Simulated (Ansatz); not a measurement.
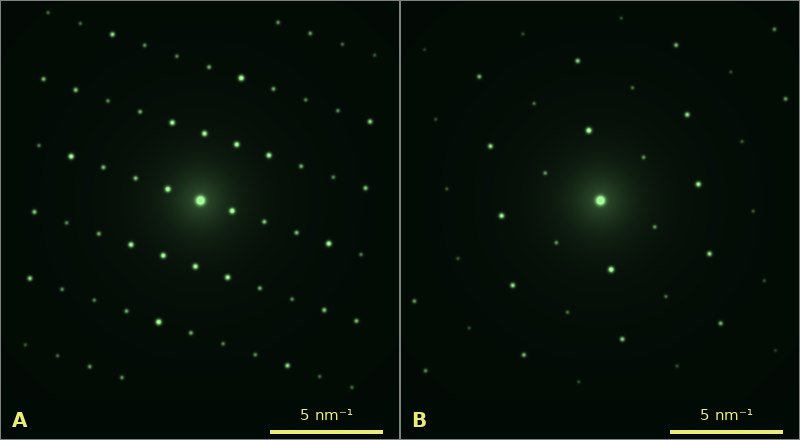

Kinematic electron diffraction patterns (200 kV, B = 0.5 Å², same scale, each along a low-index zone) of two structures of composition GeI, each relaxed at zero pressure with DFT PBE, scalar-relativistic, plane waves, PAW (Ansatz 0.2.0).

The structures (standard cells):
1. Fm-3m (No. 225), a = 6.308 Å, 8 atoms; generated start, possibly hypothetical
2. Cmcm (No. 63), a = 4.443 Å, b = 13.073 Å, c = 5.478 Å, 8 atoms; generated start, possibly hypothetical

Which pattern belongs to which structure, and along which zone?

A is structure 2 along [101] or an equivalent direction: centred rectangular net of 0 2 0 at d = 6.54 Å and 1 1 -1 at d = 3.34 Å, 75.2° apart. B is structure 1 along [110] or an equivalent direction: centred rectangular net of -1 1 -1 at d = 3.64 Å and -1 1 1 at d = 3.64 Å, 70.5° apart.

Rank the structures by their computed energy.

Structure 2 (Cmcm, 39.78 Å³ an atom) is the lowest of these; structure 1 (Fm-3m, 31.37 Å³ an atom) lies about 350 meV an atom higher. These are static energies at 0 K; other structures, not shown, may lie lower still.
